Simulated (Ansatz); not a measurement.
**Geometry relaxation, with input and output: Al2SiH6S (part 1 of 2)**

- system: Al2SiH6S, SMILES [AlH2][S][AlH][SiH3]
- method: RKS PBE0-D4/def2-SVP (Ansatz 0.2.0)

It belongs to a series of runs on one base structure; here: end point B relaxed. Figures and captions count atoms from 1; the log counts them from 0 in places.

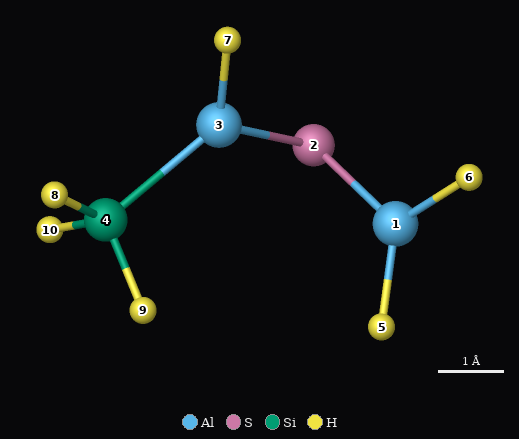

**Figure 1.** The input geometry (ball-and-stick view, seen on its broad side; atoms are numbered from 1 in the order of the input). Sticks mark near contacts.

Results in brief

```json
{"quantity": "outcome", "value": "converged"}
{"quantity": "total energy", "value": "−31982.8860 eV"}
{"quantity": "mean-field energy", "value": "−31982.6386 eV"}
{"quantity": "largest force (length of the vector) at the end", "value": "0.014 eV/Å"}
{"quantity": "hardware", "value": "2 threads of Intel Xeon (Sapphire Rapids), 16 GiB of memory available, shared host"}
{"quantity": "wall time", "value": "49 s (CPU time 92 s)"}
{"quantity": "peak memory", "value": "0.25 GiB"}
```

Input
```yaml
crystal:
  periodic: [false, false, false]
  atoms:
    - { symbol: Al, position_ang: [-0.8068, 1.7604, -1.6044] }
    - { symbol: S, position_ang: [0.9541, 2.0653, -0.2839] }
    - { symbol: Al, position_ang: [0.67818, 4.29627, -0.48154] }
    - { symbol: Si, position_ang: [1.7338, 5.469, -2.169] }
    - { symbol: H, position_ang: [-0.6701, 1.6885, -3.2162] }
    - { symbol: H, position_ang: [-2.3073, 1.6835, -0.9674] }
    - { symbol: H, position_ang: [-0.20355, 5.09662, 0.61708] }
    - { symbol: H, position_ang: [1.38643, 6.88339, -2.11524] }
    - { symbol: H, position_ang: [1.26717, 4.90669, -3.51952] }
    - { symbol: H, position_ang: [3.1976, 5.29796, -2.17055] }
basis:
  gaussian: { orbitals: def2-SVP }
hamiltonian:
  xc: pbe0
  dispersion: d4
relax:
  f_tol: 0.015
  max_steps: 40
output:
  orbitals: {}
```

Command:
```bash
ansatz run input.yaml --threads 2 --pin off --max-ram 3072MiB --backend cpu --events-out ev --progress --plain --runs-dir out
```

What the program printed
```
The last accepted step is kept in [file] (removed where the run ends without a failure and the disk answers)
Engine: ansatz 0.2.0, x86_64-unknown-linux-gnu
Functional definition: PBE0
  parameter a = 0.25
  parameter kappa = 0.804
  parameter beta = 0.06672455060314922
  exchange = (1 - a)*pbe_x(kappa = kappa, mu = beta*pi^2/3) + a*exact_x
  correlation = pbe_c(beta = beta)
1022 factors; integrals over basis functions are off by at most 5.6e-4 eV
mean field evaluation 1: about -31980.7841 eV, gradient 1.8e1 eV
mean field evaluation 2: about -31980.9324 eV, gradient 1.8e1 eV
mean field evaluation 4: about -31981.9384 eV, gradient 5.2e-1 eV
mean field evaluation 8: about -31981.9385 eV, gradient 7.3e-3 eV
mean field -31981.93847314 eV, -1175.3145607515 hartree, gradient 5.0e-5 eV, S^2 0.000000; 0 other end points of the search recorded, 0 dependent functions left out
the calculation of the forces begins
reference -31981.93850932 eV, -1175.3145620808 hartree; 31, 31 occupied and 71, 71 virtual orbitals, 1022 factors
relax step   1: F+E_penalty+E_count = -31982.15725537 eV  Δ(F+E_penalty+E_count) = +0.000e0 eV  max|allowed force component| = 1.669e0 eV/Å  Δτ_max = 0.0000 Å  (23 SCF iters, accepted)
these checks for a lower state are left out or cut short: starts, cluster_reference, orbital_swaps, neighbouring_geometries, increment
1022 factors; integrals over basis functions are off by at most 6.5e-4 eV
mean field evaluation 16: about -31982.1778 eV, gradient 1.7e-1 eV
mean field -31982.17813300 eV, -1175.3233680890 hartree, gradient 2.3e-5 eV, S^2 0.000000; 0 other end points of the search recorded, 0 dependent functions left out
[... from here on the field's lines of each further geometry are left out, up to the last ...]
relax step   2: F+E_penalty+E_count = -31982.39142887 eV  Δ(F+E_penalty+E_count) = -2.342e-1 eV  max|allowed force component| = 5.193e-1 eV/Å  Δτ_max = 0.1485 Å  (26 SCF iters, accepted)
relax step   3: F+E_penalty+E_count = -31982.42822855 eV  Δ(F+E_penalty+E_count) = -3.680e-2 eV  max|allowed force component| = 1.342e-1 eV/Å  Δτ_max = 0.0758 Å  (24 SCF iters, accepted)
relax step   4: F+E_penalty+E_count = -31982.44424154 eV  Δ(F+E_penalty+E_count) = -1.601e-2 eV  max|allowed force component| = 1.225e-1 eV/Å  Δτ_max = 0.1410 Å  (23 SCF iters, accepted)
relax step   5: F+E_penalty+E_count = -31982.46526415 eV  Δ(F+E_penalty+E_count) = -2.102e-2 eV  max|allowed force component| = 2.261e-1 eV/Å  Δτ_max = 0.1915 Å  (25 SCF iters, accepted)
relax step   6: F+E_penalty+E_count = -31982.48149114 eV  Δ(F+E_penalty+E_count) = -1.623e-2 eV  max|allowed force component| = 3.015e-1 eV/Å  Δτ_max = 0.1979 Å  (25 SCF iters, accepted)
relax step   7: F+E_penalty+E_count = -31982.49087066 eV  Δ(F+E_penalty+E_count) = -9.380e-3 eV  max|allowed force component| = 4.519e-1 eV/Å  Δτ_max = 0.1906 Å  (25 SCF iters, accepted)
relax step   8: F+E_penalty+E_count = -31982.50758285 eV  Δ(F+E_penalty+E_count) = -1.671e-2 eV  max|allowed force component| = 5.240e-1 eV/Å  Δτ_max = 0.1575 Å  (25 SCF iters, accepted)
relax step   9: F+E_penalty+E_count = -31982.57718156 eV  Δ(F+E_penalty+E_count) = -6.960e-2 eV  max|allowed force component| = 1.717e-1 eV/Å  Δτ_max = 0.1997 Å  (26 SCF iters, accepted)
relax step  10: F+E_penalty+E_count = -31982.62093820 eV  Δ(F+E_penalty+E_count) = -4.376e-2 eV  max|allowed force component| = 1.141e-1 eV/Å  Δτ_max = 0.2000 Å  (26 SCF iters, accepted)
relax step  11: F+E_penalty+E_count = -31982.66210218 eV  Δ(F+E_penalty+E_count) = -4.116e-2 eV  max|allowed force component| = 2.304e-1 eV/Å  Δτ_max = 0.1955 Å  (26 SCF iters, accepted)
relax step  12: F+E_penalty+E_count = -31982.68309894 eV  Δ(F+E_penalty+E_count) = -2.100e-2 eV  max|allowed force component| = 2.950e-1 eV/Å  Δτ_max = 0.1934 Å  (25 SCF iters, accepted)
relax step  13: F+E_penalty+E_count = -31982.71673995 eV  Δ(F+E_penalty+E_count) = -3.364e-2 eV  max|allowed force component| = 2.819e-1 eV/Å  Δτ_max = 0.1980 Å  (26 SCF iters, accepted)
relax step  14: F+E_penalty+E_count = -31982.73734541 eV  Δ(F+E_penalty+E_count) = -2.061e-2 eV  max|allowed force component| = 4.205e-1 eV/Å  Δτ_max = 0.1542 Å  (26 SCF iters, accepted)
relax step  15: F+E_penalty+E_count = -31982.75652809 eV  Δ(F+E_penalty+E_count) = -1.918e-2 eV  max|allowed force component| = 3.102e-1 eV/Å  Δτ_max = 0.1972 Å  (22 SCF iters, accepted)
relax step  16: F+E_penalty+E_count = -31982.78854498 eV  Δ(F+E_penalty+E_count) = -3.202e-2 eV  max|allowed force component| = 2.912e-1 eV/Å  Δτ_max = 0.1839 Å  (26 SCF iters, accepted)
relax step  17: F+E_penalty+E_count = -31982.82565494 eV  Δ(F+E_penalty+E_count) = -3.711e-2 eV  max|allowed force component| = 2.565e-1 eV/Å  Δτ_max = 0.1982 Å  (26 SCF iters, accepted)
relax step  18: F+E_penalty+E_count = -31982.86200631 eV  Δ(F+E_penalty+E_count) = -3.635e-2 eV  max|allowed force component| = 2.703e-1 eV/Å  Δτ_max = 0.1920 Å  (26 SCF iters, accepted)
relax step  19: F+E_penalty+E_count = -31982.87766280 eV  Δ(F+E_penalty+E_count) = -1.566e-2 eV  max|allowed force component| = 1.891e-1 eV/Å  Δτ_max = 0.0911 Å  (23 SCF iters, accepted)
relax step  20: F+E_penalty+E_count = -31982.87971872 eV  Δ(F+E_penalty+E_count) = -2.056e-3 eV  max|allowed force component| = 7.268e-2 eV/Å  Δτ_max = 0.0386 Å  (22 SCF iters, accepted)
relax step  21: F+E_penalty+E_count = -31982.88261021 eV  Δ(F+E_penalty+E_count) = -2.891e-3 eV  max|allowed force component| = 4.625e-2 eV/Å  Δτ_max = 0.0325 Å  (23 SCF iters, accepted)
relax step  22: F+E_penalty+E_count = -31982.88302089 eV  Δ(F+E_penalty+E_count) = -4.107e-4 eV  max|allowed force component| = 1.502e-2 eV/Å  Δτ_max = 0.0108 Å  (22 SCF iters, accepted)
relax step  23: F+E_penalty+E_count = -31982.88322411 eV  Δ(F+E_penalty+E_count) = -2.032e-4 eV  max|allowed force component| = 1.212e-2 eV/Å  Δτ_max = 0.0079 Å  (22 SCF iters, accepted)
relax step  24: F+E_penalty+E_count = -31982.88410526 eV  Δ(F+E_penalty+E_count) = -8.811e-4 eV  max|allowed force component| = 2.282e-2 eV/Å  Δτ_max = 0.0524 Å  (22 SCF iters, accepted)
relax step  25: F+E_penalty+E_count = -31982.88478916 eV  Δ(F+E_penalty+E_count) = -6.839e-4 eV  max|allowed force component| = 3.846e-2 eV/Å  Δτ_max = 0.0654 Å  (23 SCF iters, accepted)
relax step  26: F+E_penalty+E_count = -31982.88531385 eV  Δ(F+E_penalty+E_count) = -5.247e-4 eV  max|allowed force component| = 3.872e-2 eV/Å  Δτ_max = 0.0323 Å  (23 SCF iters, accepted)
relax step  27: F+E_penalty+E_count = -31982.88589109 eV  Δ(F+E_penalty+E_count) = -5.772e-4 eV  max|allowed force component| = 2.587e-2 eV/Å  Δτ_max = 0.0438 Å  (22 SCF iters, accepted)
relax step  28: F+E_penalty+E_count = -31982.88583920 eV  Δ(F+E_penalty+E_count) = +5.189e-5 eV  max|allowed force component| = 1.900e-2 eV/Å  Δτ_max = 0.0184 Å  (21 SCF iters, rejected (line search))
the calculation of the forces begins
reference -31982.63864748 eV, -1175.3402916836 hartree; 31, 31 occupied and 71, 71 virtual orbitals, 1022 factors
relax step  29: F+E_penalty+E_count = -31982.88595412 eV  Δ(F+E_penalty+E_count) = -6.303e-5 eV  max|allowed force component| = 1.237e-2 eV/Å  Δτ_max = 0.0092 Å  (21 SCF iters, accepted)
1022 factors; integrals over basis functions are off by at most 7.0e-4 eV
mean field evaluation 192: about -31982.6380 eV, gradient 1.1e-1 eV
```

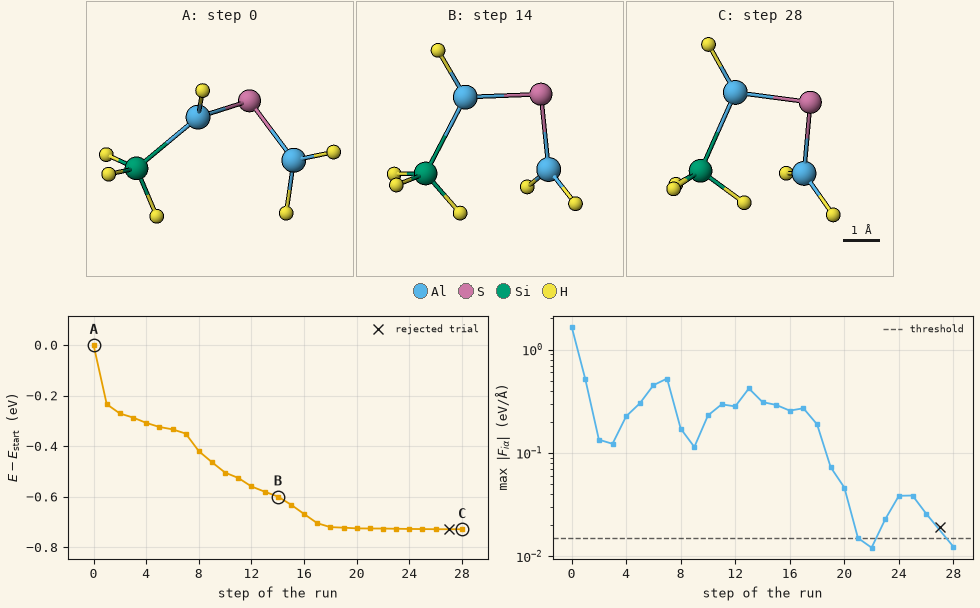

**Figure 2.** Frames of the relaxation (ball-and-stick view, seen at a tilt) above the curves, on which the letters mark them (the first geometry is step 0 here and step 1 in the log).

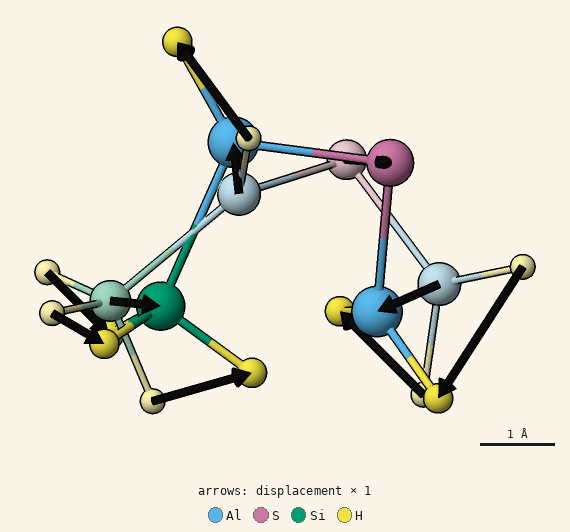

**Figure 3.** Start (faint) and end (solid) with the displacements as black arrows, at true length (ball-and-stick view, seen at a tilt). The two geometries are laid on each other by the best rigid fit. Over 28 geometry steps the energy falls by 0.729 eV. The largest force component goes from 1.7 to 0.012 eV/Å. The line search rejected the trial step at point 27 (counted from 0) and went back. The atom that moves furthest after the best rigid fit is H6 (2.17 Å). By element the largest moves are H 2.17 Å, S 1.84 Å, Al 0.93 Å, Si 0.70 Å. Distances before and after: Al3–Si4 2.310 → 2.460 Å, S2–Al3 2.257 → 2.158 Å, Al1–H6 1.632 → 1.584 Å, Si4–H8 1.457 → 1.497 Å. Among the angles that change: S2–Al3–Si4 120.7° → 106.6°, Al3–Si4–H10 113.3° → 121.2°, Si4–Al3–H7 119.6° → 127.3°. (Atoms are counted from 1 in the order of the input.)

```
mean field -31982.63861287 eV, -1175.3402904120 hartree, gradient 2.1e-5 eV, S^2 0.000000; 1 other end points of the search recorded, 0 dependent functions left out
the calculation of the forces begins
reference -31982.63864748 eV, -1175.3402916836 hartree; 31, 31 occupied and 71, 71 virtual orbitals, 1022 factors
Total energy: -31982.88598872 eV, -1175.3493813068 hartree
Atom 0 at    -0.416417     2.490822    -2.033133 Å, force    -0.003509    -0.012371    -0.005853 eV/Å
Atom 1 at    -0.637597     2.801345     0.184626 Å, force     0.001951     0.004098     0.006269 eV/Å
Atom 2 at     0.940806     4.272341     0.186363 Å, force    -0.005761    -0.005182     0.000704 eV/Å
Atom 3 at     1.188910     5.036748    -2.138755 Å, force     0.003386     0.001971     0.002222 eV/Å
Atom 4 at     0.957144     1.833251    -2.494655 Å, force     0.002772     0.004240     0.001467 eV/Å
Atom 5 at    -1.745419     2.448160    -2.894714 Å, force    -0.002884     0.001556     0.002082 eV/Å
Atom 6 at     1.685324     4.832290     1.463969 Å, force     0.001061     0.000499     0.000371 eV/Å
Atom 7 at     0.765080     6.448475    -2.401991 Å, force     0.000846     0.003470    -0.000809 eV/Å
Atom 8 at     0.072023     4.252672    -2.855882 Å, force     0.000566     0.000592    -0.004266 eV/Å
Atom 9 at     2.419676     4.731526    -2.926497 Å, force     0.001570     0.001126    -0.002189 eV/Å
Dipole moment:     0.337833     0.407475    -0.062947 e Å
```

Trajectory as extended XYZ (Å, eV, eV/Å), 11 of the 29 frames kept, from step=1 to step=29
```
10
Properties=species:S:1:pos:R:3:forces:R:3 step=1 energy=-31982.15725
Al   -0.8068    1.7604   -1.6044   -0.4103  -0.2688  -0.1040
S     0.9541    2.0653   -0.2839   -0.5654   0.6747  -0.4364
Al    0.6782    4.2963   -0.4815   -0.4300  -0.7993   1.6349
Si    1.7338    5.4690   -2.1690    0.1842  -0.3526  -1.6687
H    -0.6701    1.6885   -3.2162    0.0907   0.0074   0.4368
H    -2.3073    1.6835   -0.9674    0.5564   0.0124  -0.1431
H    -0.2036    5.0966    0.6171    0.1214  -0.3036  -0.2160
H     1.3864    6.8834   -2.1152   -0.1134   0.7673  -0.0196
H     1.2672    4.9067   -3.5195    0.1068   0.2498   0.4404
H     3.1976    5.2980   -2.1705    0.4595   0.0127   0.0758
```
